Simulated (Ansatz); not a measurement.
**Geometry relaxation of C2H5NO2Si (part 2 of 2)**

The same run, continued: C2H5NO2Si, SMILES O=CN1CO[SiH2]1; RKS PBE-D4/def2-SVP (Ansatz 0.2.0). The geometry: force-field start.

Geometry of the input (Å):
```
O  0.2354  -0.5665  -2.4245
C  0.7355  -0.1651  -1.4042
N  0.2450  -0.4094  -0.1648
C  -1.0565  -0.6115  0.1769
O  -1.0741  0.1678  1.3915
Si 0.4705  0.7017  1.1337
H  1.7247  0.3873  -1.4246
H  -1.3384  -1.6531  0.3803
H  -1.8422  -0.1932  -0.5002
H  0.5459  2.0866  0.6866
H  1.4196  0.1984  2.1698
```

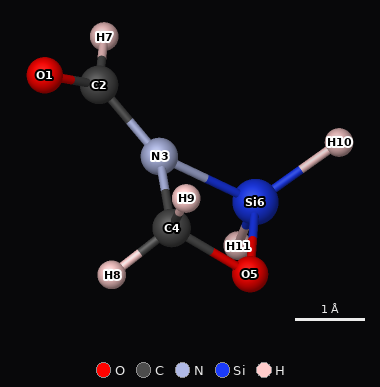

**Figure 1.** The geometry at step 11 of the log (ball-and-stick view, seen at a tilt; atoms are numbered from 1 in the order of the input).

Trajectory as extended XYZ, continued:
```
11
Properties=species:S:1:pos:R:3:forces:R:3 step=5 energy=-15596.83102
O     0.0845   -0.6613   -2.4830   -0.0605  -0.0312   0.0641
C     0.7248   -0.2356   -1.5368    0.3662   0.1153   0.2111
N     0.3188   -0.2791   -0.2185   -0.1439   0.0395  -0.3238
C    -1.0775   -0.5914    0.1685    0.0243  -0.0748   0.0476
O    -1.1566    0.1606    1.3996    0.1768   0.0357  -0.0524
Si    0.4505    0.7312    1.2436   -0.1310   0.0396   0.0745
H     1.7504    0.2467   -1.6384   -0.2114  -0.1131  -0.0163
H    -1.2414   -1.6777    0.3599    0.0202   0.0698  -0.0162
H    -1.8008   -0.2381   -0.6000   -0.0137   0.0063   0.0184
H     0.6302    2.2059    0.9950   -0.0181  -0.0695   0.0216
H     1.3825    0.2819    2.3305   -0.0089  -0.0176  -0.0286
11
Properties=species:S:1:pos:R:3:forces:R:3 step=6 energy=-15596.82817 accepted=F
O     0.1035   -0.8026   -2.4751    0.1713   0.1422   0.3750
C     0.7320   -0.2772   -1.5601   -0.1811  -0.1651  -0.4127
N     0.2880   -0.1695   -0.2758    0.0424   0.4004   0.9288
C    -1.0641   -0.5461    0.1542   -0.3144  -0.1708  -0.1738
O    -1.1431    0.1307    1.4255    0.2384   0.0133  -0.1074
Si    0.4368    0.7553    1.2803    0.0023  -0.1881  -0.4847
H     1.7484    0.1746   -1.6851    0.2402   0.0836  -0.1036
H    -1.1723   -1.6446    0.2831   -0.0757  -0.0609   0.0098
H    -1.8248   -0.1785   -0.5673   -0.1349  -0.0244   0.0143
H     0.5516    2.2464    1.1300    0.0196  -0.0346   0.0259
H     1.4095    0.2546    2.3107   -0.0081   0.0045  -0.0715
11
Properties=species:S:1:pos:R:3:forces:R:3 step=7 energy=-15596.84289
O     0.0879   -0.6809   -2.4814    0.0463  -0.0639   0.0539
C     0.7388   -0.2482   -1.5429    0.0096   0.0541   0.0751
N     0.2979   -0.2165   -0.2406    0.0107  -0.0589  -0.1061
C    -1.0784   -0.5785    0.1628   -0.0166   0.0915   0.0053
O    -1.1493    0.1428    1.4130    0.0663  -0.0008  -0.0005
Si    0.4404    0.7463    1.2530   -0.0553  -0.0378  -0.0245
H     1.7830    0.1735   -1.6477   -0.0770  -0.0014  -0.0058
H    -1.2106   -1.6719    0.3309    0.0337   0.0279  -0.0265
H    -1.8322   -0.2242   -0.5753   -0.0071  -0.0006   0.0109
H     0.5843    2.2277    1.0463   -0.0025  -0.0154   0.0367
H     1.4036    0.2729    2.3024   -0.0082   0.0053  -0.0185
11
Properties=species:S:1:pos:R:3:forces:R:3 step=8 energy=-15596.85314
O     0.1134   -0.7751   -2.4599    0.0530  -0.0061   0.0581
C     0.7439   -0.2652   -1.5451   -0.0327  -0.0184   0.0056
N     0.2836   -0.1708   -0.2554    0.0692   0.0096  -0.0968
C    -1.0813   -0.5574    0.1538   -0.0232   0.0106   0.0186
O    -1.1424    0.1286    1.4227    0.0021  -0.0061   0.0204
Si    0.4364    0.7526    1.2605    0.0127  -0.0024  -0.0146
H     1.7756    0.1772   -1.6715   -0.0472   0.0032   0.0269
H    -1.1971   -1.6568    0.2892    0.0106   0.0157  -0.0135
H    -1.8497   -0.1921   -0.5628   -0.0247   0.0104   0.0009
H     0.5571    2.2428    1.1127   -0.0067  -0.0139   0.0132
H     1.4258    0.2590    2.2762   -0.0131  -0.0026  -0.0188
11
Properties=species:S:1:pos:R:3:forces:R:3 step=9 energy=-15596.85177 accepted=F
O     0.1740   -0.9065   -2.4208    0.0101   0.0133  -0.0708
C     0.7539   -0.2880   -1.5411    0.0935   0.0091  -0.2067
N     0.2748   -0.1361   -0.2760   -0.3568   0.1420   0.3205
C    -1.0918   -0.5318    0.1448    0.0975  -0.1173   0.0169
O    -1.1277    0.1110    1.4349   -0.0139   0.0314  -0.0247
Si    0.4405    0.7532    1.2569    0.0027   0.0024   0.0240
H     1.7419    0.2377   -1.6851    0.0613  -0.0771  -0.0438
H    -1.2022   -1.6344    0.2449   -0.0206  -0.0108  -0.0197
H    -1.8802   -0.1425   -0.5405    0.0740  -0.0029   0.0053
H     0.5348    2.2485    1.1659    0.0117   0.0065  -0.0089
H     1.4473    0.2319    2.2367    0.0406   0.0034   0.0078
11
Properties=species:S:1:pos:R:3:forces:R:3 step=10 energy=-15596.85844
O     0.1484   -0.8403   -2.4480    0.0117  -0.0102   0.0381
C     0.7504   -0.2782   -1.5451    0.0073  -0.0054  -0.0328
N     0.2642   -0.1297   -0.2733    0.0148   0.0099  -0.0283
C    -1.0893   -0.5420    0.1492   -0.0197   0.0032   0.0194
O    -1.1351    0.1148    1.4342    0.0013  -0.0147   0.0052
Si    0.4350    0.7574    1.2605    0.0026   0.0161  -0.0161
H     1.7759    0.1767   -1.6713   -0.0152   0.0041   0.0200
H    -1.1879   -1.6461    0.2575    0.0013   0.0154  -0.0058
H    -1.8792   -0.1685   -0.5402    0.0007   0.0050  -0.0019
H     0.5354    2.2530    1.1540   -0.0047  -0.0224   0.0119
H     1.4477    0.2458    2.2429   -0.0001  -0.0010  -0.0096
11
Properties=species:S:1:pos:R:3:forces:R:3 step=11 energy=-15596.86016
O     0.1784   -0.9071   -2.4320    0.0486   0.1070   0.0708
C     0.7546   -0.2863   -1.5495   -0.0564  -0.1656   0.0646
N     0.2477   -0.0950   -0.2901   -0.0077   0.0560  -0.0618
C    -1.0967   -0.5273    0.1455    0.0145  -0.0242  -0.0097
O    -1.1262    0.0989    1.4459   -0.0071   0.0005  -0.0513
Si    0.4335    0.7624    1.2579    0.0074  -0.0066   0.0281
H     1.7758    0.1762   -1.6721   -0.0005   0.0293  -0.0333
H    -1.1849   -1.6340    0.2286   -0.0002   0.0015  -0.0095
H    -1.8987   -0.1445   -0.5256   -0.0043   0.0063   0.0313
H     0.5130    2.2602    1.2025   -0.0081   0.0072  -0.0209
H     1.4688    0.2396    2.2095    0.0139  -0.0115  -0.0081
11
Properties=species:S:1:pos:R:3:forces:R:3 step=12 energy=-15596.85259 accepted=F
O     0.2103   -0.9773   -2.4152    0.3125   0.1840   0.4750
C     0.7751   -0.3247   -1.5410   -0.5497   0.1475  -0.1696
N     0.2236   -0.0413   -0.3114    0.0872  -0.1501  -0.2186
C    -1.1057   -0.5068    0.1383    0.0005  -0.0494  -0.0068
O    -1.1166    0.0779    1.4604    0.0023   0.0053  -0.1262
Si    0.4289    0.7707    1.2598    0.0540  -0.0226   0.0330
H     1.7770    0.1731   -1.6771    0.0819  -0.1254   0.0087
H    -1.1738   -1.6188    0.1842   -0.0119   0.0629  -0.0147
H    -1.9312   -0.1113   -0.5001    0.0489  -0.0268   0.0726
H     0.4759    2.2741    1.2601   -0.0014  -0.0535  -0.0234
H     1.5019    0.2273    2.1624   -0.0243   0.0281  -0.0300
11
Properties=species:S:1:pos:R:3:forces:R:3 step=13 energy=-15596.86217
O     0.1946   -0.9344   -2.4187   -0.0005  -0.0053  -0.0005
C     0.7604   -0.2981   -1.5425    0.0181   0.0183   0.0248
N     0.2331   -0.0653   -0.3009   -0.0098   0.0009   0.0010
C    -1.1017   -0.5181    0.1425    0.0071  -0.0280  -0.0712
O    -1.1223    0.0857    1.4502    0.0203   0.0320   0.0506
Si    0.4315    0.7652    1.2597   -0.0088  -0.0110  -0.0201
H     1.7824    0.1661   -1.6673   -0.0178  -0.0117  -0.0033
H    -1.1775   -1.6275    0.2019   -0.0014   0.0061   0.0013
H    -1.9179   -0.1296   -0.5078    0.0010   0.0002   0.0092
H     0.4937    2.2646    1.2203   -0.0047  -0.0024   0.0077
H     1.4890    0.2343    2.1832   -0.0034   0.0009   0.0004
11
Properties=species:S:1:pos:R:3:forces:R:3 step=14 energy=-15596.86241
O     0.2061   -0.9576   -2.4108    0.0191   0.0252   0.0450
C     0.7630   -0.3035   -1.5413   -0.0037   0.0067   0.0017
N     0.2251   -0.0481   -0.3084   -0.0170  -0.0145  -0.0158
C    -1.1045   -0.5120    0.1401    0.0026  -0.0292  -0.0719
O    -1.1184    0.0784    1.4541    0.0274   0.0321   0.0435
Si    0.4310    0.7673    1.2592   -0.0141  -0.0107  -0.0133
H     1.7845    0.1617   -1.6662   -0.0166  -0.0155  -0.0052
H    -1.1742   -1.6227    0.1869   -0.0018   0.0172   0.0014
H    -1.9286   -0.1196   -0.4986    0.0126  -0.0069   0.0133
H     0.4820    2.2679    1.2375   -0.0006  -0.0113   0.0065
H     1.4995    0.2314    2.1679   -0.0080   0.0069  -0.0054
11
Properties=species:S:1:pos:R:3:forces:R:3 step=15 energy=-15596.78561 accepted=F
O     0.2135   -0.9543   -2.3987   -0.3576  -0.4297  -0.6735
C     0.7694   -0.3059   -1.5358    0.0553  -0.1802  -0.2099
N     0.2211   -0.0650   -0.3227    0.1654   0.4256   0.3596
C    -1.1024   -0.5198    0.1074    0.0379   0.4366   1.2333
O    -1.0815    0.0805    1.4671   -0.4540  -0.5141  -0.8131
Si    0.4431    0.7711    1.2220   -0.0499   0.1246   0.5779
H     1.7875    0.1225   -1.6724    0.4029   0.2825   0.0894
H    -1.1952   -1.6188    0.1743    0.0369  -0.2172  -0.0449
H    -1.9385   -0.1069   -0.4841   -0.1170   0.1063  -0.1962
H     0.4503    2.2660    1.3107    0.0450   0.1081  -0.2765
H     1.4982    0.2736    2.1525    0.2348  -0.1426  -0.0461
11
Properties=species:S:1:pos:R:3:forces:R:3 step=16 energy=-15596.86263
O     0.2114   -0.9665   -2.4059   -0.0016   0.0030   0.0106
C     0.7644   -0.3055   -1.5397    0.0011  -0.0020  -0.0073
N     0.2207   -0.0407   -0.3121   -0.0064   0.0003  -0.0021
C    -1.1059   -0.5099    0.1373    0.0031   0.0017   0.0000
O    -1.1155    0.0750    1.4566    0.0070   0.0007  -0.0050
Si    0.4306    0.7683    1.2577   -0.0108  -0.0046   0.0070
H     1.7863    0.1568   -1.6649    0.0014   0.0010   0.0016
H    -1.1734   -1.6205    0.1792    0.0000   0.0067   0.0005
H    -1.9339   -0.1150   -0.4937    0.0061  -0.0029   0.0021
H     0.4754    2.2689    1.2474    0.0013  -0.0060  -0.0027
H     1.5051    0.2321    2.1586   -0.0013   0.0020  -0.0046
```

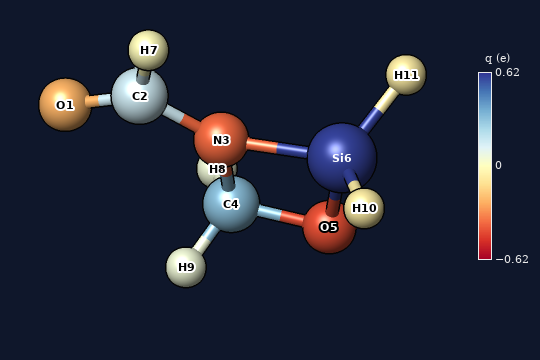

**Figure 2.** Mulliken charges, as the colour of each atom (ball-and-stick view, seen at a tilt; atoms are numbered from 1 in the order of the input). By element: O −0.43 to −0.23, C +0.16 to +0.32, N −0.38, Si +0.59 and H −0.07 to +0.06 e.

Key numbers:

| quantity | value |
| --- | --- |
| outcome | converged |
| total energy | −15596.8627 eV |
| mean-field energy | −15596.6124 eV |
| dispersion energy | −0.2502 eV |
| SCF solution under orbital rotations | stable |
| largest force (length of the vector) at the end | 0.014 eV/Å |
| dipole moment | 2.91 D |
| wall time | 19 s (CPU time 66 s) |
| peak memory | 0.16 GiB |
